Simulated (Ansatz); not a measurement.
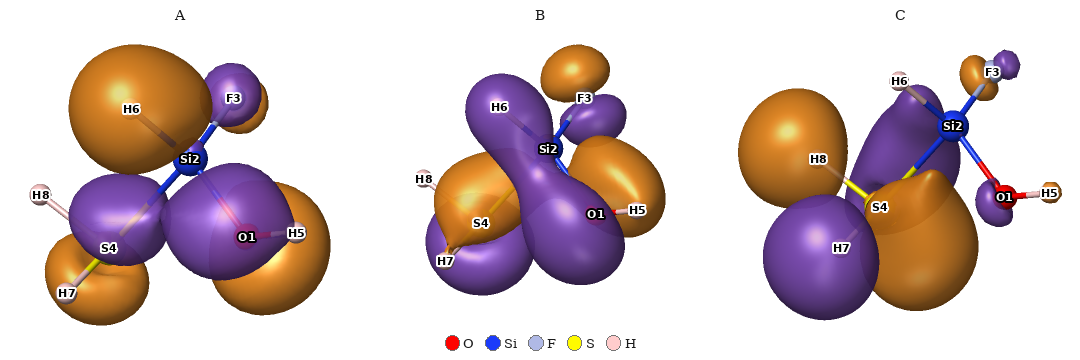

The picture shows: FH4OSSi (charge +1). Three frontier orbitals at ±0.1 Å⁻³ᐟ² (orange and purple are the two phases), in no order.

Computed with RKS LDA/6-31G* (Ansatz 0.2.0).

The calculation's input:

```
crystal:
  periodic: [false, false, false]
  atoms:
    - { symbol: O, position_ang: [0.04175, 1.13037, -0.93211] }
    - { symbol: Si, position_ang: [0.4533, 0.54739, 0.47776] }
    - { symbol: F, position_ang: [-0.69708, 0.72717, 1.5511] }
    - { symbol: S, position_ang: [0.05553, -1.70249, -0.056] }
    - { symbol: H, position_ang: [-0.02956, 2.01903, -1.28752] }
    - { symbol: H, position_ang: [1.76845, 0.57995, 1.04215] }
    - { symbol: H, position_ang: [1.21468, -1.93718, -0.68329] }
    - { symbol: H, position_ang: [0.48287, -2.2329, 1.09771] }
total_charge: 1
basis:
  gaussian: { orbitals: "6-31G*" }
hamiltonian:
  xc: lda
relax:
  f_tol: 0.015
  max_steps: 40
output:
  orbitals: {}
```

Run with:

```sh
ansatz run input.yaml --threads 1 --pin off --max-ram 2048MiB --backend cpu --events-out ev --progress --plain --runs-dir out
```

The fields are those of the run's last geometry, not of the input's.

### Which picture is the HOMO−1, the HOMO and the LUMO?

B is the HOMO−1 (−13.87 eV). Its weight (Hirshfeld) is mainly on O1 (about 50 %), S4 (about 20 %), Si2 (about 10 %) and F3 (about 10 %); largely a combination of lone pairs on O1, S4 and F3. A is the HOMO (−13.46 eV). Its weight (Hirshfeld) is mainly on O1 (about 50 %), Si2 (about 15 %), H6 (about 15 %) and S4 (about 10 %). C is the LUMO (−6.88 eV). It lies mainly on S4 (about 55 %), H7 (about 20 %) and H8 (about 15 %).

### What is the HOMO–LUMO gap?

6.58 eV between the orbital energies.
